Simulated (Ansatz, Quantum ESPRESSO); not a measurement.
# Eigensolvers and mixing on 10 metal slabs

Which solver and mixing reach self-consistency fastest, and is one choice best everywhere?

**Method.** Quantum ESPRESSO 7.5, PBE; structures as built, not relaxed; open boundaries by ESM (bc1). The level is the vacuum level over the Fermi level, or over the highest filled level of the mesh where there is a gap. The pseudopotential set stands with each system; sheets are single layers. Threshold 1e-7 Ry, at most 80 iterations. Times are set against the first row on the same system and host. The systems: Al(111), 5 layers [SSSP]; Ca(111), 5 layers [GBRV]; Ir(111), 5 layers [SG15]; K(110), 5 layers [GBRV]; Na(100), 5 layers [PseudoDojo]; Os(0001), 4 layers [PseudoDojo]; Pd(111), 5 layers [SSSP]; Ru(0001), 4 layers [GBRV]; Ta(110), 5 layers [SG15]; Ti(0001), 4 layers [GBRV].

Results:

| diagonalization, mixing | converged on | median iterations | median time over the first row's | range | fastest on |
| --- | --- | --- | --- | --- | --- |
| david, local-TF mixing, beta 0.4, history 8 | 10 of 10 | 24 | 1.00 | 1.00 | 0 |
| david, plain mixing, beta 0.4, history 8 | 10 of 10 | 26 | 1.08 | 0.67 to 1.54 | 0 |
| david, plain mixing, beta 0.7, history 8 | 10 of 10 | 22 | 1.09 | 0.66 to 1.41 | 1 |
| david, TF mixing, beta 0.4, history 8 | 10 of 10 | 36 | 1.38 | 0.67 to 2.06 | 0 |
| david, local-TF mixing, beta 0.7, history 8 | 10 of 10 | 20 | 0.90 | 0.64 to 1.26 | 2 |
| david, local-TF mixing, beta 0.2, history 8 | 10 of 10 | 32 | 1.24 | 1.03 to 1.75 | 0 |
| david, local-TF mixing, beta 0.4, history 4 | 10 of 10 | 21 | 0.84 | 0.70 to 1.18 | 0 |
| cg, local-TF mixing, beta 0.4, history 8 | 10 of 10 | 16 | 0.77 | 0.66 to 1.13 | 1 |
| paro, local-TF mixing, beta 0.4, history 8 | 10 of 10 | 16 | 1.57 | 1.24 to 3.09 | 0 |
| rmm-davidson, local-TF mixing, beta 0.4, history 8 | 10 of 10 | 20 | 0.76 | 0.58 to 1.10 | 6 |

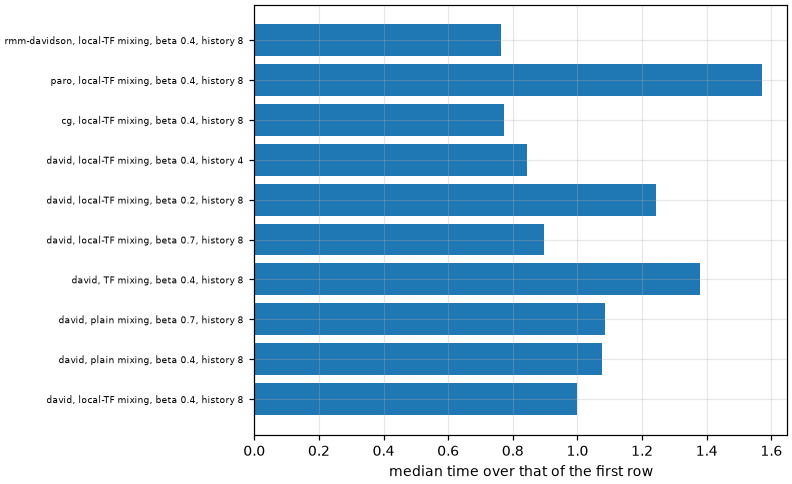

Median relative time by choice.

**Answer.** The lowest median time belongs to rmm-davidson, local-TF mixing, beta 0.4, history 8 (0.76), the fewest iterations to cg, local-TF mixing, beta 0.4, history 8 and to paro, local-TF mixing, beta 0.4, history 8 (16). No choice wins everywhere: 4 different ones are fastest on some system. All choices in the table converged on all systems.

Caveats: Small cells on four cores; large or magnetic cells can rank the choices otherwise. Times come from shared hosts, so differences under some 20 % mean little. Magnetic sheets, graphene and its kin, series that mix a Fermi level with a valence top, and 2H sheets in mesh series are left out of these tables, since their level hangs on where the mesh or the smearing puts the zero.
